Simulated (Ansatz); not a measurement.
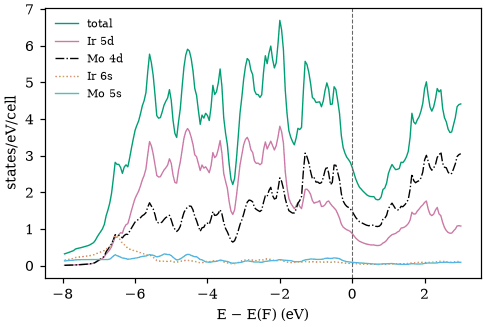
Figure. Total and projected density of states of MoIr in space group Pmma (No. 51; Mo on 2e, Ir on 2f), plane-wave PAW LDA (Ansatz code)

Question: Which orbitals carry the states next to the Fermi level?

Answer: Within 0.5 eV of the Fermi level: Mo 4d 56 %, Ir 5d 32 %, outside the projected shells 6 %. Projections are on Löwdin-orthogonalised atomic valence shells; empty p or d shells of many metals are not among them.

Question: Where is the tallest occupied peak in this window, and what makes it?

Answer: Near -2.0 eV, about 6.7 states/eV per cell; the largest projected share is Ir 5d.

The workflow started from a Materials Project entry (that database holds measured and hypothetical structures alike); the Crystallography Open Database files this formula in space group No. 51, but the cells were not matched. Whether it is the stable phase at ambient conditions was not checked. The LDA relaxation kept the symmetry of its start; of distortions, only those at the zone centre were tested. No spin polarisation was allowed. Spin–orbit coupling is left out wherever it is not named.

Potentials: the later of the program's two PAW sets.
